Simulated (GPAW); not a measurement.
## Work function of 1T-SiSSe monolayer at several levels

Wanted: work functions and dipole of 1T-SiSSe monolayer, with the cost of each level. Where a layer proves gapped, the work function hangs on where the smearing puts the Fermi level, and the band edges take its place.

Method: GPAW, PAW setups; layer in a repeated cell with vacuum, relaxation of atoms and in-plane cell, in the first sound run; inputs show where later runs differ, in GPAW 26.7.0.

## Step 1: The structure

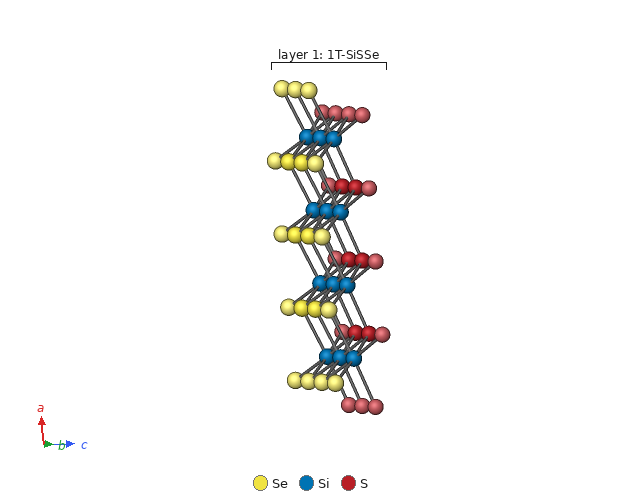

Start, viewed from the side, with the c axis across the page; selenium yellow, silicon blue, sulfur red. 3×2×1 cells are drawn. Some periodic images of atoms are drawn too.

The cell holds 3 atoms: 1 Se, 1 Si and 1 S. Cell: a = 3.405 Å, b = 3.405 Å, c = 17.924 Å, α = 90.0°, β = 90.0°, γ = 120.0°. Vacuum lies along c.

## Step 2: Relaxing the atoms

Forces are removed first; all later runs use this geometry.

Input file run.py:

```python
import json
import numpy as np
from ase import Atoms
from ase.filters import FrechetCellFilter
from ase.optimize import BFGS
from gpaw import GPAW, PW

slab = Atoms(
    ['Se', 'Si', 'S'],
    positions=[
        [1.70250, 0.98294, 8.00000],
        [0.00000, 0.00000, 9.02922],
        [-0.00000, 1.96588, 9.92364]],
    cell=[[3.405, 0.0, 0.0], [-1.7025, 2.94882, 0.0], [0.0, 0.0, 17.9236]],
    pbc=[True, True, True])

slab.calc = GPAW(mode=PW(600), xc='PBE', kpts={'size': (9, 9, 1), 'gamma': True},
                 occupations={'name': 'fermi-dirac', 'width': 0.05}, nbands='200%',
                 convergence={'density': 1e-05}, maxiter=200,
                 symmetry={'tolerance': 1e-3}, txt='slab.txt')
result = {}
# The in-plane cell is free; stress needs a cell that repeats along all three vectors
path = []
opt = BFGS(FrechetCellFilter(slab, mask=[1, 1, 0, 0, 0, 1]), maxstep=0.2)
opt.attach(lambda: path.append((slab.get_potential_energy(), slab.positions.tolist(), slab.get_forces().tolist())))
result['relaxed'] = bool(opt.run(fmax=0.02, steps=45))
result['path'] = path
result['cell'] = slab.cell.tolist()
print('in-plane lattice', slab.cell.cellpar().round(4)[[0, 1, 5]])
energy = slab.get_potential_energy()
fermi = slab.calc.get_fermi_level()
v = slab.calc.get_electrostatic_potential().mean((0, 1)) - fermi
n = slab.calc.get_pseudo_density().mean((0, 1))
L = slab.cell[2, 2]
z = np.arange(len(v)) * L / len(v)
low, high = slab.positions[:, 2].min(), slab.positions[:, 2].max()
below, above = np.interp([low - 5.8, high + 5.8], z, v)
slopes = [np.interp(x, z, np.gradient(v, z)) for x in (low - 5.8, high + 5.8)]
eps = np.array([[slab.calc.get_eigenvalues(k, s) for k in range(len(slab.calc.get_ibz_k_points()))]
                for s in range(slab.calc.get_number_of_spins())]) - fermi
top, bottom = eps[eps < 0].max(), eps[eps > 0].min()
dipole = slab.get_dipole_moment()[2]
print(f'energy {energy:.4f} eV, Fermi level {fermi:.4f} eV, dipole {dipole:.5f} e A')
print(f'potential 5.8 A off the faces, from the Fermi level: lower {below:.4f} eV, upper {above:.4f} eV')
print(f'slope of the potential there: lower {slopes[0]:.5f}, upper {slopes[1]:.5f} eV/A')
print(f'nearest levels on the mesh: {top:.4f} and {bottom:.4f} eV')
print('magnetic moment', round(slab.get_magnetic_moment(), 3))
result.update(energy=energy, fermi=fermi, dipole=dipole, below=below, above=above, slopes=slopes, edges=[top, bottom],
              z=z.tolist(), v=v.tolist(), n=n.tolist(), positions=slab.positions.tolist(),
              forces=slab.get_forces(apply_constraint=False).tolist(), moments=slab.get_magnetic_moments().tolist())
json.dump(result, open('result.json', 'w'))
```

Command:

```console
$ OMP_NUM_THREADS=1 OPENBLAS_NUM_THREADS=1 python run.py
```

The program printed:

```text
Step          Energy          fmax
BFGS:    0      -11.632785        6.494806
BFGS:    1      -12.853180        4.198452
BFGS:    2      -13.834727        1.800983
BFGS:    3      -13.982863        0.919539
BFGS:    4      -14.044921        1.030882
BFGS:    5      -14.103786        0.953542
BFGS:    6      -14.165616        0.605215
BFGS:    7      -14.203768        0.483515
BFGS:    8      -14.212891        0.236756
BFGS:    9      -14.213981        0.091304
BFGS:   10      -14.214257        0.008795
in-plane lattice [  3.4096   3.4096 120.    ]
energy -14.2142 eV, Fermi level -1.6592 eV, dipole -0.02566 e A
potential 5.8 A off the faces, from the Fermi level: lower 5.4124 eV, upper 5.5042 eV
slope of the potential there: lower -0.02579, upper -0.02577 eV/A
nearest levels on the mesh: -0.3859 and 0.3779 eV
magnetic moment 0.0
```

It took 3.5 min on 1 thread of Arm Neoverse V2, shared host; peak memory 0.29 GiB.

Numbers from this step:

```yaml
dipole_along_the_normal: -0.02566 e·Å
levels_nearest_the_fermi_level_on_the_mesh: -0.3859, 0.3779 eV from the Fermi level
```

The electrostatic potential energy of an electron (without an applied field's), less the Fermi level, planar mean by z:

```csv
z (Å),"electrostatic potential energy of an electron (without an applied field's), less the Fermi level, planar mean (eV)"
0,5.46
1,5.43
2,5.41
3,5.38
4,5.35
5,5.31
6,4.84
7,-3.45
8,-9.85
9,-12.7
10,-10.5
11,-0.0745
12,5.35
13,5.57
14,5.56
15,5.53
16,5.51
17,5.48
```

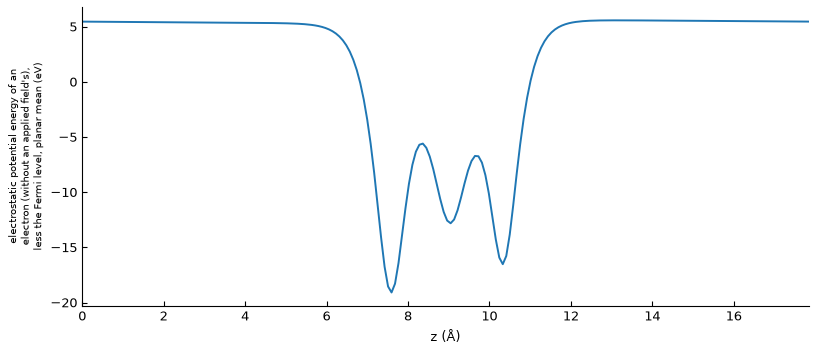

Electrostatic potential energy of an electron (without an applied field's), less the Fermi level, planar mean against z.

The pseudo valence density, planar mean oscillates, so the rows of the table below give means over windows of 1 Å about each position, cut where the curve ends. Its maxima inside the range that stand out by 2 % of the span (Å: e/Å³): 7.2: 0.362, 8.0: 0.455, 9.9: 0.460, 10.6: 0.367. Its minima: 7.5: 0.214, 9.0: 0.218, 10.4: 0.348.

The pseudo valence density, planar mean by z; means over each step:

```csv
z (Å),"pseudo valence density, planar mean (e/Å³)"
3,4.4e-6
4,8.5e-5
5,0.00168
6,0.0332
7,0.255
8,0.364
9,0.271
10,0.407
11,0.236
12,0.0214
13,9.4e-4
14,4.3e-5
```

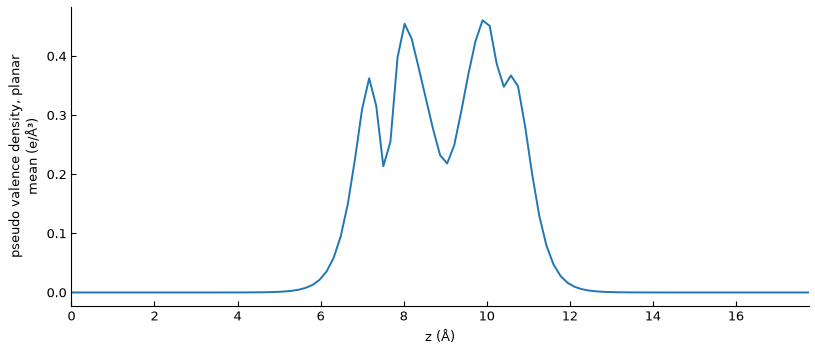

Pseudo valence density, planar mean, plotted against z.

The relaxation lowered the energy of the cell by 2.58 eV (energies extrapolated to zero smearing; the optimiser's log prints free energies). The largest force left on a free atom is 0.0088 eV/Å.

## Step 3: Plane waves, PBE

With the geometry fixed, the planar mean of the potential gives the vacuum level on each side.

This step: GPAW, PAW setups; slab in vacuum (GPAW 26.7.0).

The cell differs from the one that the last finished run ended in (c 17.924 → 18.762 Å).

Changes to run.py since step 2:

```diff
@@ -3,4 +3,2 @@
 from ase import Atoms
-from ase.filters import FrechetCellFilter
-from ase.optimize import BFGS
 from gpaw import GPAW, PW
@@ -10,21 +8,14 @@
     positions=[
-        [1.70250, 0.98294, 8.00000],
-        [0.00000, 0.00000, 9.02922],
-        [-0.00000, 1.96588, 9.92364]],
-    cell=[[3.405, 0.0, 0.0], [-1.7025, 2.94882, 0.0], [0.0, 0.0, 17.9236]],
-    pbc=[True, True, True])
+        [1.70481, 0.98427, 8.00000],
+        [-0.00000, 0.00000, 9.45658],
+        [-0.00000, 1.96854, 10.76174]],
+    cell=[[3.40961, -0.0, 0.0], [-1.70481, 2.95282, 0.0], [0.0, 0.0, 18.7617]],
+    pbc=[True, True, False])
 
-slab.calc = GPAW(mode=PW(600), xc='PBE', kpts={'size': (9, 9, 1), 'gamma': True},
+slab.calc = GPAW(mode=PW(400), xc='PBE', kpts={'size': (9, 9, 1), 'gamma': True},
                  occupations={'name': 'fermi-dirac', 'width': 0.05}, nbands='200%',
                  convergence={'density': 1e-05}, maxiter=200,
+                 poissonsolver={'dipolelayer': 'xy'},
                  symmetry={'tolerance': 1e-3}, txt='slab.txt')
 result = {}
-# The in-plane cell is free; stress needs a cell that repeats along all three vectors
-path = []
-opt = BFGS(FrechetCellFilter(slab, mask=[1, 1, 0, 0, 0, 1]), maxstep=0.2)
-opt.attach(lambda: path.append((slab.get_potential_energy(), slab.positions.tolist(), slab.get_forces().tolist())))
-result['relaxed'] = bool(opt.run(fmax=0.02, steps=45))
-result['path'] = path
-result['cell'] = slab.cell.tolist()
-print('in-plane lattice', slab.cell.cellpar().round(4)[[0, 1, 5]])
 energy = slab.get_potential_energy()
```

The program printed:

```text
energy -14.1928 eV, Fermi level -1.8317 eV, dipole -0.01873 e A
potential 5.8 A off the faces, from the Fermi level: lower 5.2929 eV, upper 5.6309 eV
slope of the potential there: lower -0.00003, upper 0.00000 eV/A
nearest levels on the mesh: -0.3870 and 0.3790 eV
magnetic moment 0.0
```

Elapsed: 10 s, on 1 thread; peak memory 0.17 GiB.

Numbers from this step:

| Quantity | Value |
| --- | --- |
| dipole along the normal | -0.01873 e·Å |
| levels nearest the Fermi level on the mesh | -0.3870, 0.3790 eV from the Fermi level |
| upper work function | 5.631 eV |
| lower work function | 5.293 eV |
| upper ionisation energy | 6.018 eV |

The electrostatic potential energy of an electron (without an applied field's), less the Fermi level, planar mean by z:

```csv
z (Å),"electrostatic potential energy of an electron (without an applied field's), less the Fermi level, planar mean (eV)"
0,5.46
2,5.29
4,5.29
6,5.16
8,-18.9
10,-7.05
12,4.67
14,5.63
16,5.63
18,5.63
```

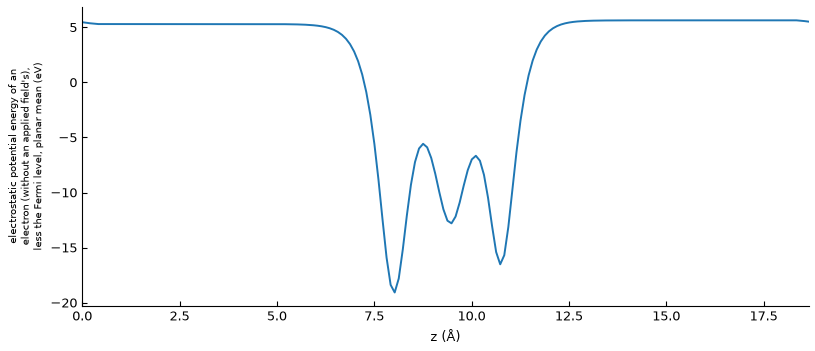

Electrostatic potential energy of an electron (without an applied field's), less the Fermi level, planar mean, plotted against z.

The pseudo valence density, planar mean oscillates, so the rows of the table below give means over windows of 2 Å about each position, cut where the curve ends. Its maxima inside the range that stand out by 2 % of the span (Å: e/Å³): 7.5: 0.344, 8.5: 0.445, 10.4: 0.462, 11.0: 0.369. Its minima: 7.9: 0.218, 9.4: 0.220, 10.8: 0.348.

The pseudo valence density, planar mean by z; means over each step:

```csv
z (Å),"pseudo valence density, planar mean (e/Å³)"
2,0
4,5.7e-5
6,0.0227
8,0.316
10,0.340
12,0.115
14,3.9e-4
16,8.7e-7
```

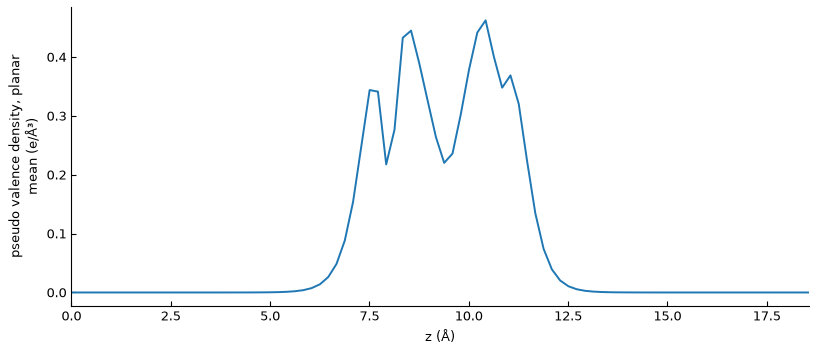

Pseudo valence density, planar mean against z.

The layer is gapped, so the Fermi level lies somewhere inside the gap, set by smearing and numerics, and these work functions are no property of the material; the band edges below the vacuum level are. The potential is flat to 3.3e-5 eV/Å where it is read, so the vacuum is wide enough.

## Step 4: OptPBE vdW: xc = "optPBE-vdW"

The same geometry under optPBE-vdW, to see how far the functional moves the levels against the vacuum (the van der Waals functionals take revPBE setups).

Changes to run.py since step 3:

```diff
@@ -14,3 +14,3 @@
 
-slab.calc = GPAW(mode=PW(400), xc='PBE', kpts={'size': (9, 9, 1), 'gamma': True},
+slab.calc = GPAW(mode=PW(400), xc='optPBE-vdW', kpts={'size': (9, 9, 1), 'gamma': True},
                  occupations={'name': 'fermi-dirac', 'width': 0.05}, nbands='200%',
```

The program printed:

```text
energy -36.5907 eV, Fermi level -1.9756 eV, dipole -0.01944 e A
potential 5.8 A off the faces, from the Fermi level: lower 5.4855 eV, upper 5.8362 eV
slope of the potential there: lower -0.00004, upper 0.00000 eV/A
nearest levels on the mesh: -0.4221 and 0.4136 eV
magnetic moment 0.0
```

It took 17 s on 1 thread; peak memory 0.29 GiB.

This step gave:

```
dipole along the normal                    : -0.01944 e·Å
levels nearest the Fermi level on the mesh : -0.4221, 0.4136 eV from the Fermi level
upper work function                        : 5.836 eV
lower work function                        : 5.486 eV
upper ionisation energy                    : 6.258 eV
```

Table of electrostatic potential energy of an electron (without an applied field's), less the Fermi level, planar mean by z:

```csv
z (Å),"electrostatic potential energy of an electron (without an applied field's), less the Fermi level, planar mean (eV)"
0,5.66
1,5.49
2,5.49
3,5.49
4,5.49
5,5.48
6,5.33
7,2.75
8,-18.9
9,-7.40
10,-7.07
11,-11.3
12,4.80
13,5.78
14,5.83
15,5.84
16,5.84
17,5.84
18,5.84
```

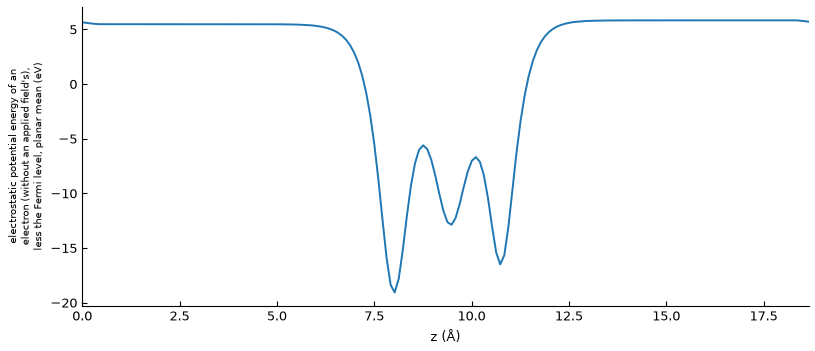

Electrostatic potential energy of an electron (without an applied field's), less the Fermi level, planar mean, plotted against z.

The pseudo valence density, planar mean oscillates, so the rows of the table below give means over windows of 1 Å about each position, cut where the curve ends. Its maxima inside the range that stand out by 2 % of the span (Å: e/Å³): 7.5: 0.343, 8.5: 0.446, 10.4: 0.463, 11.0: 0.368. Its minima: 7.9: 0.217, 9.4: 0.218, 10.8: 0.347.

Table of pseudo valence density, planar mean by z; means over each step:

```csv
z (Å),"pseudo valence density, planar mean (e/Å³)"
4,3.5e-5
5,5.9e-4
6,0.0102
7,0.148
8,0.327
9,0.321
10,0.360
11,0.344
12,0.0743
13,0.00371
14,2.0e-4
15,1.1e-5
```

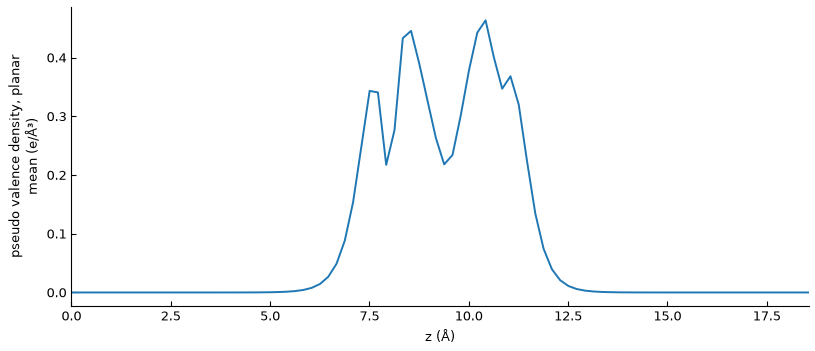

Pseudo valence density, planar mean, plotted against z.

Force by atom:

```csv
atom,x (eV/Å),y (eV/Å),z (eV/Å),size
Se1,0.000,0.000,-0.214,0.214
Si2,0.000,0.000,0.038,0.038
S3,0.000,0.000,0.176,0.176
```

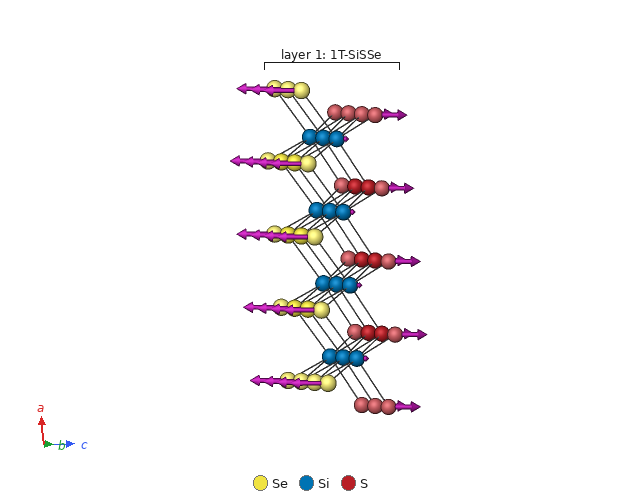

Force as arrows, the longest 0.214 eV/Å. 3×2×1 cells are drawn. Some periodic images of atoms are drawn too.

The highest filled level lies 0.422 eV under the Fermi level, so the ionisation energy from the upper face is 5.836 + 0.422 = 6.258 eV, against 6.018 eV in the base run.

## Step 5: Self-consistent run: xc = "RPBE"

The same geometry under RPBE, to see how far the functional moves the levels against the vacuum.

Changes to run.py since step 4:

```diff
@@ -14,3 +14,3 @@
 
-slab.calc = GPAW(mode=PW(400), xc='optPBE-vdW', kpts={'size': (9, 9, 1), 'gamma': True},
+slab.calc = GPAW(mode=PW(400), xc='RPBE', kpts={'size': (9, 9, 1), 'gamma': True},
                  occupations={'name': 'fermi-dirac', 'width': 0.05}, nbands='200%',
```

The program printed:

```text
energy -13.2629 eV, Fermi level -1.7131 eV, dipole -0.01939 e A
potential 5.8 A off the faces, from the Fermi level: lower 5.1672 eV, upper 5.5171 eV
slope of the potential there: lower -0.00003, upper 0.00000 eV/A
nearest levels on the mesh: -0.4230 and 0.4148 eV
magnetic moment 0.0
```

Elapsed: 10 s, on 1 thread; peak memory 0.17 GiB.

This step gave:

* dipole along the normal: -0.01939 e·Å
* levels nearest the Fermi level on the mesh: -0.4230, 0.4148 eV from the Fermi level
* upper work function: 5.517 eV
* lower work function: 5.167 eV
* upper ionisation energy: 5.940 eV

The highest filled level lies 0.423 eV under the Fermi level, so the ionisation energy from the upper face is 5.517 + 0.423 = 5.940 eV, against 6.018 eV in the base run.

## Step 6: Self-consistent run: xc = "LDA"

The same geometry under LDA, to see how far the functional moves the levels against the vacuum.

Changes to run.py since step 5:

```diff
@@ -14,3 +14,3 @@
 
-slab.calc = GPAW(mode=PW(400), xc='RPBE', kpts={'size': (9, 9, 1), 'gamma': True},
+slab.calc = GPAW(mode=PW(400), xc='LDA', kpts={'size': (9, 9, 1), 'gamma': True},
                  occupations={'name': 'fermi-dirac', 'width': 0.05}, nbands='200%',
```

The program printed:

```text
energy -16.0398 eV, Fermi level -2.1114 eV, dipole -0.01655 e A
potential 5.8 A off the faces, from the Fermi level: lower 5.5952 eV, upper 5.8941 eV
slope of the potential there: lower -0.00003, upper 0.00000 eV/A
nearest levels on the mesh: -0.3339 and 0.3266 eV
magnetic moment 0.0
```

It took 9.8 s on 1 thread; peak memory 0.17 GiB.

This step gave:

- dipole along the normal: -0.01655 e·Å
- levels nearest the Fermi level on the mesh: -0.3339, 0.3266 eV from the Fermi level
- upper work function: 5.894 eV
- lower work function: 5.595 eV
- upper ionisation energy: 6.228 eV

The highest filled level lies 0.334 eV under the Fermi level, so the ionisation energy from the upper face is 5.894 + 0.334 = 6.228 eV, against 6.018 eV in the base run.

## Step 7: Self-consistent run: xc = "revPBE"

The same geometry under revPBE, to see how far the functional moves the levels against the vacuum.

Changes to run.py since step 6:

```diff
@@ -14,3 +14,3 @@
 
-slab.calc = GPAW(mode=PW(400), xc='LDA', kpts={'size': (9, 9, 1), 'gamma': True},
+slab.calc = GPAW(mode=PW(400), xc='revPBE', kpts={'size': (9, 9, 1), 'gamma': True},
                  occupations={'name': 'fermi-dirac', 'width': 0.05}, nbands='200%',
```

The program printed:

```text
energy -13.3742 eV, Fermi level -1.7247 eV, dipole -0.01910 e A
potential 5.8 A off the faces, from the Fermi level: lower 5.1742 eV, upper 5.5189 eV
slope of the potential there: lower -0.00003, upper 0.00000 eV/A
nearest levels on the mesh: -0.4148 and 0.4066 eV
magnetic moment 0.0
```

Run time: 10 s. Hardware: 1 thread; peak memory 0.17 GiB.

Numbers from this step:

- dipole along the normal: -0.01910 e·Å
- levels nearest the Fermi level on the mesh: -0.4148, 0.4066 eV from the Fermi level
- upper work function: 5.519 eV
- lower work function: 5.174 eV
- upper ionisation energy: 5.934 eV

The highest filled level lies 0.415 eV under the Fermi level, so the ionisation energy from the upper face is 5.519 + 0.415 = 5.934 eV, against 6.018 eV in the base run.

## Step 8: Self-consistent run: xc = "vdW-DF2"

The same geometry under vdW-DF2, to see how far the functional moves the levels against the vacuum (the van der Waals functionals take revPBE setups).

Changes to run.py since step 7:

```diff
@@ -14,3 +14,3 @@
 
-slab.calc = GPAW(mode=PW(400), xc='revPBE', kpts={'size': (9, 9, 1), 'gamma': True},
+slab.calc = GPAW(mode=PW(400), xc='vdW-DF2', kpts={'size': (9, 9, 1), 'gamma': True},
                  occupations={'name': 'fermi-dirac', 'width': 0.05}, nbands='200%',
```

The program printed:

```text
energy -130.7238 eV, Fermi level -2.0785 eV, dipole -0.02129 e A
potential 5.8 A off the faces, from the Fermi level: lower 5.6171 eV, upper 6.0011 eV
slope of the potential there: lower -0.00008, upper 0.00002 eV/A
nearest levels on the mesh: -0.4186 and 0.4089 eV
magnetic moment 0.0
```

Elapsed: 17 s, on 1 thread; peak memory 0.29 GiB.

Numbers from this step:

* dipole along the normal: -0.02129 e·Å
* levels nearest the Fermi level on the mesh: -0.4186, 0.4089 eV from the Fermi level
* upper work function: 6.001 eV
* lower work function: 5.617 eV
* upper ionisation energy: 6.420 eV

The highest filled level lies 0.419 eV under the Fermi level, so the ionisation energy from the upper face is 6.001 + 0.419 = 6.420 eV, against 6.018 eV in the base run.

(Part 1 of 2 ends here.)

[Logs are printed without paths, hosts, clocks, repeated set-up lines and the standing remarks that a program may print on its own settings, such as how far it seeks lower states.]

[Hosts, paths, dates, database ids (printed as entryN), source tags and the programs' standing remarks are cut or masked in the printed files.]
